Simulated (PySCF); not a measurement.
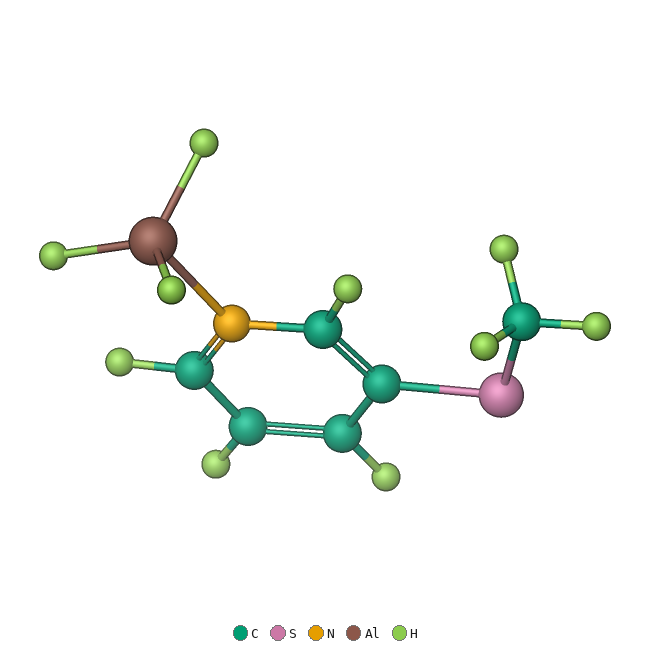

A ball-and-stick model of a molecule.

The computed structure is the end point of a PBE0-D3(BJ)/def2-SVP optimisation. No frequency run is at hand to confirm it as a minimum.

**Count the atoms of each element.**

C6H10AlNS, 19 atoms: 6 carbon, 10 hydrogen, 1 aluminium, 1 nitrogen and 1 sulfur.

**Count the bonded pairs by element.**

7 C–H, 4 C–C, 3 Al–H, 2 C–S, 2 C–N, 1 Al–N.

The parts below concern this one geometry. Atoms keep their numbers from picture to picture.

### Shape

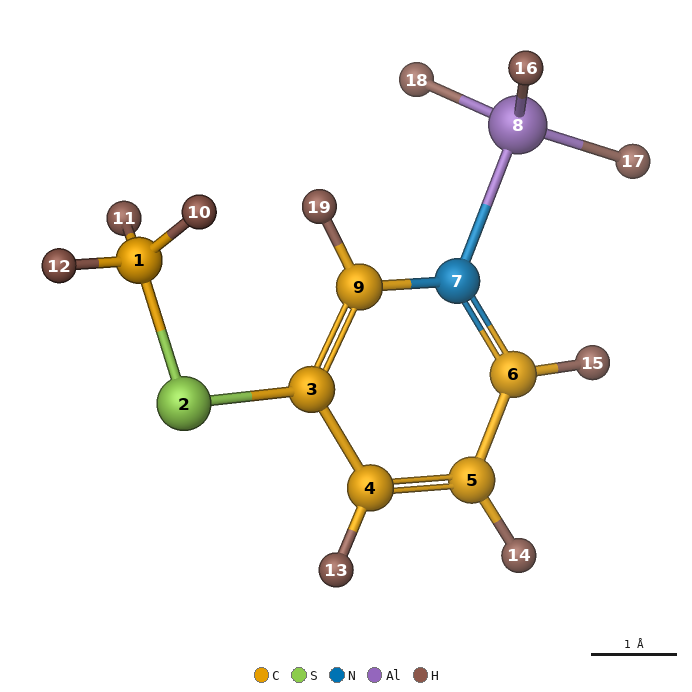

Numbered structure. No frequency run is at hand to confirm it as a minimum.

Which atoms are bonded, and how long are the bonds? Leave out bonds to hydrogen.

| bond | length (Å) |
| --- | --- |
| C1–S2 | 1.799 |
| S2–C3 | 1.751 |
| C3–C4 | 1.406 |
| C3–C9 | 1.396 |
| C4–C5 | 1.386 |
| C5–C6 | 1.393 |
| C6–N7 | 1.334 |
| N7–Al8 | 2.054 |
| N7–C9 | 1.338 |

### Core levels

No frequency run is at hand to confirm it as a minimum. Method: delta-SCF UKS SCAN, pcX-2 on the ionised atom, pcseg-1 elsewhere, spin-free X2C (PySCF 2.14.0).

Give the core-electron binding energies (to vacuum; p and d levels without spin–orbit splitting) of C1 1s, S2 1s, S2 2p, C3 1s, C4 1s, C5 1s, C6 1s, N7 1s, Al8 1s, Al8 2p, C9 1s.

```tsv
atom	level	binding energy (eV)
C1	1s	292.0
S2	1s	2477.9
S2	2p	170.5
C3	1s	292.0
C4	1s	291.3
C5	1s	291.3
C6	1s	291.7
N7	1s	406.1
Al8	1s	1565.0
Al8	2p	78.7
C9	1s	291.8
```

### NMR shielding

The questions are on isotropic NMR shieldings of the H atoms. No frequency run is at hand to confirm it as a minimum. Properties computed with GIAO HF/pcSseg-1 NMR shielding, non-relativistic, gas phase (PySCF 2.14.0).

Give the isotropic NMR shieldings of the H atoms atom by atom.

| atom | σ (ppm) |
| --- | --- |
| H10 | 29.15 |
| H11 | 29.14 |
| H12 | 29.28 |
| H13 | 23.48 |
| H14 | 24.23 |
| H15 | 22.66 |
| H16 | 27.54 |
| H17 | 27.63 |
| H18 | 27.54 |
| H19 | 23.17 |

### Quadrupole coupling

No frequency run is at hand to confirm it as a minimum. Electric field gradients from the ground-state density, PBE0/pcSseg-1 (PySCF 2.14.0), non-relativistic apart from any core potentials.

Give the largest field-gradient component, the quadrupole coupling constant and the asymmetry for 33S at S2 (Q = −67.81 mb), 14N at N7 (Q = 20.44 mb), 27Al at Al8 (Q = 146.6 mb), 2H at H10 (Q = 2.86 mb), 2H at H11 (Q = 2.86 mb).

| atom | V_zz (a.u.) | e²qQ/h (MHz) | η |
| --- | --- | --- | --- |
| S2 | −2.767 | 44.1 | 0.75 |
| N7 | −0.719 | −3.46 | 0.18 |
| Al8 | 0.841 | 29.0 | 0.03 |
| H10 | 0.287 | 0.193 | 0.03 |
| H11 | 0.287 | 0.193 | 0.03 |

### Ring current

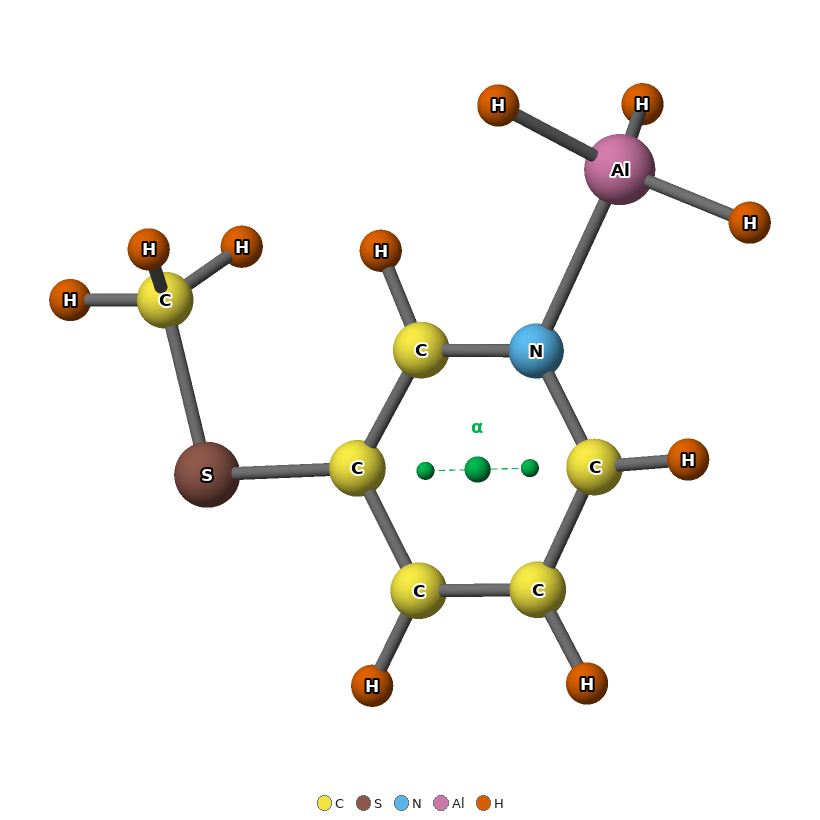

The small points mark where nucleus-independent chemical shifts (NICS) were computed: at the centre of each lettered ring and 1 Å above and below it. No frequency run is at hand to confirm it as a minimum. Method: GIAO PBE0/pcSseg-1 NMR shielding, non-relativistic, gas phase (PySCF 2.14.0).

Give NICS(0), NICS(1) and the out-of-plane component NICS(1)zz for each ring (means of the two sides).

```
ring  members  NICS(0)  NICS(1)  NICS(1)zz
   α      C5N     −6.9    −10.1      −24.6
```

Values in ppm.

**What do the values say about the ring currents?**

Ring α: diatropic, as in an aromatic ring. NICS is one index among several.
